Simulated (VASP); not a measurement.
# Quasiparticle energies of Ta2O5 in VASP, part 2 of 4

How does the gap of Ta2O5 change from the starting functional to GW? The cell has space group P2/m, a computed entry that need not be the common form of this compound. The start is a computed cell from the Materials Project.

VASP 6.6.1, plane waves and PAW; the level of theory is named at each step.

So far. Step 2 (Relaxation): At LDA, with these data sets, the largest force is down to 0.0058 eV/Å.

### Step 3. Ground state

This step: LDA; plane waves and PAW (Ta_sv_GW, O_GW) (VASP 6.6.1).

The orbitals come from a self-consistent LDA run with a tight EDIFF and a narrow smearing. KPOINTS_OPT adds the bands along a path, which shows whether the mesh holds the band edges.

The input, INCAR:

```
SYSTEM = Ta2O5
PREC = Accurate
ENCUT = 440
EDIFF = 1E-08
NELM = 100
ISMEAR = 0
SIGMA = 0.01
LREAL = .FALSE.
ALGO = Normal
GGA = CA
NBANDS = 35
LASPH = .TRUE.
LORBIT = 11
LWAVE = .TRUE.
LCHARG = .FALSE.
KPAR = 4
```

The input, POSCAR:

```
Ta2O5
1.0
    3.8414080139      0.0000000000      0.0000000000
    0.0000000000      3.8627157500      0.0000000000
   -1.8189421445      0.0000000000      6.5289594201
Ta O
2 5
Direct
    0.6481609753      0.0000000000      0.7920815962
    0.3518390247      0.0000000000      0.2079184038
    0.6629904298      0.5000000000      0.7993477319
    0.3370095702      0.5000000000      0.2006522681
    0.1897033761      0.0000000000      0.8716485215
    0.8102966239      0.0000000000      0.1283514785
    0.5000000000      0.0000000000      0.5000000000
```

The input, KPOINTS:

```
Automatic mesh
0
Gamma
4 4 2
0 0 0
```

The input, KPOINTS_OPT:

```
Line mode
8
Line-mode
Reciprocal
  0.00000000   0.00000000   0.00000000 GAMMA
  0.00000000   0.00000000   0.50000000 Y

  0.00000000   0.00000000   0.50000000 Y
 -0.45684987   0.00000000   0.71632263 H

 -0.45684987   0.00000000   0.71632263 H
 -0.50000000   0.00000000   0.50000000 C

 -0.50000000   0.00000000   0.50000000 C
 -0.50000000   0.50000000   0.50000000 E

 -0.50000000   0.50000000   0.50000000 E
 -0.54315013   0.50000000   0.28367737 M1

 -0.54315013   0.50000000   0.28367737 M1
 -0.50000000   0.50000000   0.00000000 A

 -0.50000000   0.50000000   0.00000000 A
 -0.50000000   0.00000000   0.00000000 X

 -0.50000000   0.00000000   0.00000000 X
 -0.54315013   0.00000000   0.28367737 H1

 -0.45684987   0.50000000   0.71632263 M
  0.00000000   0.50000000   0.50000000 D

  0.00000000   0.50000000   0.50000000 D
  0.00000000   0.50000000   0.00000000 Z

  0.00000000   0.00000000   0.50000000 Y
  0.00000000   0.50000000   0.50000000 D
```

Potentials, in the order of the species: Ta_sv_GW and O_GW (LDA family, release 64).

On the command line:

```console
mpirun -np 4 vasp_std
```

Output:

```text
[banner, memory and clock lines left out]
running    4 mpi-ranks, on    1 nodes
 distrk:  each k-point on    1 cores,    4 groups
 distr:  one band on    1 cores,    1 groups

 POSCAR found type information on POSCAR TaO
 POSCAR found :  2 types and       7 ions
 LDA part: xc-table for (Slater(with rela. corr.)+CA(PZ))
 , standard interpolation
 POSCAR, INCAR and KPOINTS ok, starting setup
 FFT: planning ... GRIDC
 FFT: planning ... GRID_SOFT
 FFT: planning ... GRID
 WAVECAR not read
 entering main loop
       N       E                     dE             d eps       ncg     rms          rms(c)
DAV:   1     0.615619581518E+03    0.61562E+03   -0.30251E+04  1276   0.141E+03
DAV:   2    -0.500612157303E+02   -0.66568E+03   -0.64792E+03  1985   0.615E+02
DAV:   3    -0.954019428323E+02   -0.45341E+02   -0.45100E+02  1560   0.147E+02
DAV:   4    -0.974282777197E+02   -0.20263E+01   -0.20241E+01  2016   0.309E+01
DAV:   5    -0.974661183009E+02   -0.37841E-01   -0.37833E-01  1688   0.306E+00    0.805E+01
DAV:   6    -0.801015311963E+02    0.17365E+02   -0.85680E+01  1976   0.680E+01    0.131E+02
DAV:   7    -0.810557420331E+02   -0.95421E+00   -0.33620E+00  1778   0.123E+01    0.113E+02
DAV:   8    -0.810807831798E+02   -0.25041E-01   -0.88614E+00  1840   0.211E+01    0.191E+02
DAV:   9    -0.793982008232E+02    0.16826E+01   -0.34882E+00  1527   0.126E+01    0.238E+02
DAV:  10    -0.793818969765E+02    0.16304E-01   -0.80204E-01  1880   0.791E+00    0.170E+02
DAV:  11    -0.792799913092E+02    0.10191E+00   -0.28971E-01  1834   0.416E+00    0.411E+01
DAV:  12    -0.792710805304E+02    0.89108E-02   -0.37318E-02  1888   0.167E+00    0.103E+01
DAV:  13    -0.792699817959E+02    0.10987E-02   -0.53722E-03  1733   0.656E-01    0.603E+00
DAV:  14    -0.792699089389E+02    0.72857E-04   -0.98715E-04  1832   0.262E-01    0.491E-01
DAV:  15    -0.792699331192E+02   -0.24180E-04   -0.57868E-05  1888   0.681E-02    0.250E-02
DAV:  16    -0.792699422105E+02   -0.90912E-05   -0.21383E-05  1800   0.293E-02    0.224E-01
DAV:  17    -0.792699412153E+02    0.99512E-06   -0.67132E-06  1800   0.190E-02    0.130E-02
DAV:  18    -0.792699415239E+02   -0.30856E-06   -0.42725E-07  1672   0.398E-03    0.228E-03
DAV:  19    -0.792699415842E+02   -0.60335E-07   -0.16110E-07  1768   0.312E-03    0.103E-02
DAV:  20    -0.792699415831E+02    0.11596E-08   -0.31557E-08  1192   0.148E-03
   1 F= -.79269942E+02 E0= -.79269942E+02  d E =-.705443-121
 Start KPOINTS_OPT (optional k-point list driver)
k-point batch [1-18\88]
       N       E                     dE             ncg
DAV:   1    -0.164166475980E+04   -0.13574E+05     1276
DAV:   2    -0.131798420565E+05   -0.11538E+05     1928
DAV:   3    -0.140708787756E+05   -0.89104E+03     1744
DAV:   4    -0.141118962277E+05   -0.41017E+02     2064
DAV:   5    -0.141128518609E+05   -0.95563E+00     1805
DAV:   6    -0.141128740110E+05   -0.22150E-01     2040
DAV:   7    -0.141128743480E+05   -0.33693E-03     1925
DAV:   8    -0.141128743563E+05   -0.83538E-05     2008
DAV:   9    -0.141128743565E+05   -0.21784E-06     1624
DAV:  10    -0.141128743566E+05   -0.25402E-07     1272
DAV:  11    -0.141128743566E+05   -0.21391E-08     1168
[...]
k-point batch [73-88\88]
       N       E                     dE             ncg
DAV:   1     0.130033598096E+04   -0.20709E+05     1128
DAV:   2    -0.915943556458E+04   -0.10460E+05     1752
DAV:   3    -0.989397327419E+04   -0.73454E+03     1512
DAV:   4    -0.993176286548E+04   -0.37790E+02     1896
DAV:   5    -0.993240624933E+04   -0.64338E+00     1568
DAV:   6    -0.993242139522E+04   -0.15146E-01     1800
DAV:   7    -0.993242159253E+04   -0.19732E-03     1608
DAV:   8    -0.993242160124E+04   -0.87082E-05     1840
DAV:   9    -0.993242160136E+04   -0.11953E-06     1440
DAV:  10    -0.993242160137E+04   -0.95715E-08     1120
 writing wavefunctions
```

The job ended after 63 s (4 MPI ranks of Intel Xeon Platinum 8488C (Sapphire Rapids), shared host; peak memory 0.88 GiB; 4.1 min of CPU time).

OUTCAR, selected parts (step 3):

```text
The static configuration has the point symmetry C_2h.

 Found     18 irreducible k-points:

   k-points           NKPTS =     18   k-points in BZ     NKDIM =     18   number of bands    NBANDS=     35

   dimension x,y,z NGX =    28 NGY =   28 NGZ =   48
   dimension x,y,z NGXF=    56 NGYF=   56 NGZF=   96

   ENCUT  =  440.0 eV  32.34 Ry    5.69 a.u.   6.57  6.61 11.59*2*pi/ulx,y,z

   NELECT =      56.0000    total number of electrons

 E-fermi :   2.7090

 k-point     1 :       0.0000    0.0000    0.0000
  band No.  band energies     occupation
    ...
     24       1.4475      2.00000
     25       1.5869      2.00000
     26       1.7087      2.00000
     27       1.8995      2.00000
     28       1.9202      2.00000
     29       4.6761      0.00000
     30       5.0805      0.00000
     31       5.2337      0.00000
     32       6.7759      0.00000
     33       6.8287      0.00000
    ...

 k-point     2 :       0.2500    0.0000    0.0000
  band No.  band energies     occupation
    ...
     24       1.2299      2.00000
     25       1.3374      2.00000
     26       1.6172      2.00000
     27       1.6178      2.00000
     28       1.8160      2.00000
     29       5.0461      0.00000
     30       5.5365      0.00000
     31       5.8445      0.00000
     32       5.9914      0.00000
     33       7.1488      0.00000
    ...

  Total       -4.9919709     -5.0772781     -5.3850171      0.0000000      0.0000000     -0.1424564
  in kB      -82.5572981    -83.9681105    -89.0575024      0.0000000      0.0000000     -2.3559463
  external PRESSURE =     -85.1943037 kB  Pullay stress =       0.0000000 kB

  energy-cutoff  :      440.00
  volume of cell :       96.88
      direct lattice vectors                 reciprocal lattice vectors
     3.841408014  0.000000000  0.000000000     0.260321215  0.000000000  0.072524456
     0.000000000  3.862715750  0.000000000     0.000000000  0.258885216  0.000000000
    -1.818942145  0.000000000  6.528959420     0.000000000  0.000000000  0.153163764

 POSITION                                       TOTAL-FORCE (eV/Angst)
 -----------------------------------------------------------------------------------
      1.04910      0.00000      5.17147        -0.031048     -0.000000     -0.060011
      0.97337      0.00000      1.35749         0.031048     -0.000000      0.060011
      1.09285      1.93136      5.21891         0.030092     -0.000000      0.032679
      0.92962      1.93136      1.31005        -0.030092      0.000000     -0.032679
     -0.85675      0.00000      5.69096         0.002007     -0.000000      0.002138
      2.87922      0.00000      0.83800        -0.002007     -0.000000     -0.002138
      1.01123      0.00000      3.26448         0.000000     -0.000000      0.000000
 -----------------------------------------------------------------------------------
    total drift:                               -0.000000     -0.000000      0.000000

  FREE ENERGIE OF THE ION-ELECTRON SYSTEM (eV)
  ---------------------------------------------------
  free  energy   TOTEN  =       -79.2699415831 eV

  energy  without entropy=      -79.2699415831  energy(sigma->0) =      -79.26994158

 total charge
# of ion       s       p       d       f       tot
--------------------------------------------------
    1        3.415   6.105   2.060   0.255  11.835
    2        3.415   6.105   2.060   0.255  11.835
    3        1.542   3.464   0.000   0.000   5.006
    4        1.542   3.464   0.000   0.000   5.006
    5        1.529   3.496   0.000   0.000   5.025
    6        1.529   3.496   0.000   0.000   5.025
    7        1.539   3.474   0.000   0.000   5.014
--------------------------------------------------
tot         14.511  29.605   4.121   0.509  48.745

[... 2 parts as in an earlier step ...]

[... 7 further parts left out ...]
```

Numbers from this step:

- free energy (TOTEN): -79.2699 eV
- Fermi energy: 2.709 eV
- pressure: -8.519 GPa
- least gap on mesh and path: 2.090 eV
- least direct gap on mesh and path: 2.756 eV

The highest empty bands on the path are converged less tightly, to about 0.1 eV. Electronic bands along the path, in eV, zero at the valence-band top; v1 is the highest filled band, c1 the lowest empty one:

```csv
point,v4,v3,v2,v1,c1,c2,c3,c4
Γ,-0.96,-0.84,-0.65,-0.62,2.13,2.54,2.69,4.23
Y,-0.96,-0.90,-0.81,-0.81,2.09,2.58,2.67,4.05
H,-1.23,-1.10,-0.95,-0.79,2.37,3.13,3.92,4.62
C,-1.25,-1.08,-0.95,-0.76,2.42,2.99,3.81,4.56
E,-1.99,-0.71,-0.13,0.00,3.07,4.88,5.47,6.10
M1,-2.28,-0.63,-0.12,-0.05,3.19,4.77,5.48,6.06
A,-1.97,-0.62,-0.12,-0.03,3.08,4.88,5.52,6.07
X,-1.22,-1.13,-0.97,-0.78,2.40,3.00,3.94,4.54
H1,-1.23,-1.10,-0.95,-0.79,2.37,3.13,3.92,4.62
jump to M,-2.28,-0.63,-0.12,-0.05,3.19,4.77,5.48,6.06
D,-2.25,-1.81,-1.36,-0.33,4.05,5.33,5.43,5.62
Z,-2.40,-1.83,-1.68,-0.31,4.24,5.38,5.59,5.66
jump to Y,-0.96,-0.90,-0.81,-0.81,2.09,2.58,2.67,4.05
D,-2.25,-1.81,-1.36,-0.33,4.05,5.33,5.43,5.62
```

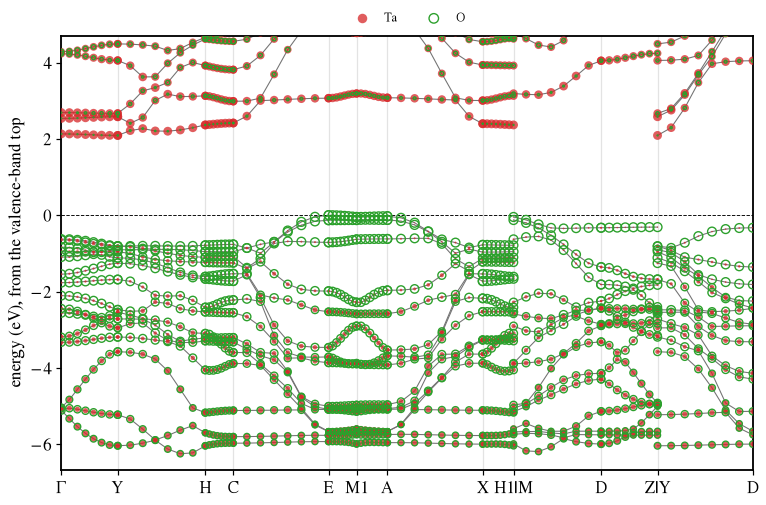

Electronic bands along the path; dots are coloured as in the legend, and their area grows with the weight.

The cell has a gap of 2.09 eV on mesh and path and a pressure of -8.5 GPa, which holds the misfit of the given cell and coordinates with this functional, and any error of cutoff, mesh and data sets. Spin-orbit coupling is left out, which can shift or reorder these edges. Forces of up to 0.068 eV/Å remain in these settings.

### Step 4. Empty bands

The next step needs empty bands that the ground-state run didn't converge, so the Hamiltonian is diagonalised exactly for NBANDS bands, in a single step. LOPTICS writes the k-derivatives of the orbitals (WAVEDER), which give the long-wavelength limit of the screening.

The input, INCAR:

```
SYSTEM = Ta2O5
PREC = Accurate
ENCUT = 440
ISMEAR = 0
SIGMA = 0.01
LREAL = .FALSE.
GGA = CA
NBANDS = 64
LASPH = .TRUE.
ALGO = Exact
NELM = 1
LWAVE = .TRUE.
LCHARG = .FALSE.
LOPTICS = .TRUE.
NEDOS = 1000
CSHIFT = 0.1
```

POSCAR is that of step 3.

KPOINTS is that of step 3.

On the command line:

```console
mpirun -np 4 vasp_std
```

Output:

```text
[banner, memory and clock lines left out]
running    4 mpi-ranks, on    1 nodes
 distrk:  each k-point on    4 cores,    1 groups
 distr:  one band on    1 cores,    4 groups

 POSCAR found type information on POSCAR TaO
 POSCAR found :  2 types and       7 ions
 LDA part: xc-table for (Slater(with rela. corr.)+CA(PZ))
 , standard interpolation
 found WAVECAR, reading the header
  number of bands has changed, file:    35 present:    64
  trying to continue reading WAVECAR, but it might fail
 POSCAR, INCAR and KPOINTS ok, starting setup
 FFT: planning ... GRIDC
 FFT: planning ... GRID_SOFT
 FFT: planning ... GRID
 reading WAVECAR
 random initialization beyond band           35
 the WAVECAR file was read successfully
 initial charge from wavefunction
 entering main loop
       N       E                     dE             d eps       ncg     rms          rms(c)
DIA:   1    -0.792699415869E+02   -0.79270E+02    0.00000E+00     0   0.000E+00
   1 F= -.79269942E+02 E0= -.79269942E+02  d E =-.623785E-78
 writing wavefunctions
 optical routines
 imaginary and real dielectric function
 recalculating local potential from charge density
 direction            1
 direction            2
 direction            3
```

It took 2 min on 4 MPI ranks; peak memory 2 GiB; 8 min of CPU time.

From OUTCAR (step 4):

```text
The static configuration has the point symmetry C_2h.

 Found     18 irreducible k-points:

   k-points           NKPTS =     18   k-points in BZ     NKDIM =     18   number of bands    NBANDS=     64

   NELECT =      56.0000    total number of electrons

 E-fermi :   2.6755

 k-point     1 :       0.0000    0.0000    0.0000
  band No.  band energies     occupation
    ...
     24       1.4475      2.00000
     25       1.5869      2.00000
     26       1.7086      2.00000
     27       1.8994      2.00000
     28       1.9202      2.00000
     29       4.6762      0.00000
     30       5.0805      0.00000
     31       5.2337      0.00000
     32       6.7760      0.00000
     33       6.8288      0.00000
    ...

 k-point     2 :       0.2500    0.0000    0.0000
  band No.  band energies     occupation
    ...
     24       1.2298      2.00000
     25       1.3374      2.00000
     26       1.6172      2.00000
     27       1.6177      2.00000
     28       1.8159      2.00000
     29       5.0462      0.00000
     30       5.5365      0.00000
     31       5.8446      0.00000
     32       5.9915      0.00000
     33       7.1488      0.00000
    ...

  Total       -4.9904500     -5.0772395     -5.3840578      0.0000000      0.0000000     -0.1424708
  in kB      -82.5321459    -83.9674711    -89.0416378      0.0000000      0.0000000     -2.3561845
  external PRESSURE =     -85.1804183 kB  Pullay stress =       0.0000000 kB

 POSITION                                       TOTAL-FORCE (eV/Angst)
 -----------------------------------------------------------------------------------
      1.04910      0.00000      5.17147        -0.031047      0.000000     -0.060003
      0.97337      0.00000      1.35749         0.031047      0.000000      0.060003
      1.09285      1.93136      5.21891         0.030089      0.000000      0.032640
      0.92962      1.93136      1.31005        -0.030089     -0.000000     -0.032640
     -0.85675      0.00000      5.69096         0.002003      0.000000      0.002108
      2.87922      0.00000      0.83800        -0.002003      0.000000     -0.002108
      1.01123      0.00000      3.26448         0.000000      0.000000      0.000000
 -----------------------------------------------------------------------------------
    total drift:                               -0.000000     -0.000000      0.000000

  FREE ENERGIE OF THE ION-ELECTRON SYSTEM (eV)
  ---------------------------------------------------
  free  energy   TOTEN  =       -79.2699415869 eV

  energy  without entropy=      -79.2699415869  energy(sigma->0) =      -79.26994159

 plasma frequency squared (from intraband transitions) (eV^2)
  --------------------------------------------------------------------------------------
       0.000       0.000       0.000
       0.000       0.000       0.000
       0.000       0.000       0.000

[... 7 parts as in an earlier step ...]

[... 5 further parts left out ...]
```

WAVECAR now holds 64 bands for 56 electrons. Its independent-particle dielectric tensor has xx, yy, zz = 5.1, 7.8, 5.1 on this mesh, which isn't tested for convergence in mesh or bands and lacks local fields.

(Part 2 of 4 ends here.)

[Lines on the potential files, build, host, timing and source positions are cut from VASP's logs without a mark.]

[Logs are printed without paths, hosts, clocks, repeated set-up lines and the standing remarks that a program may print on its own settings, such as how far it seeks lower states.]

[Hosts, paths, dates, database ids (printed as entryN), source tags and the programs' standing remarks are cut or masked in the printed files.]

[Pressures printed for these runs are not shown converged in the cutoff: they can be off by several GPa and have the wrong sign.]
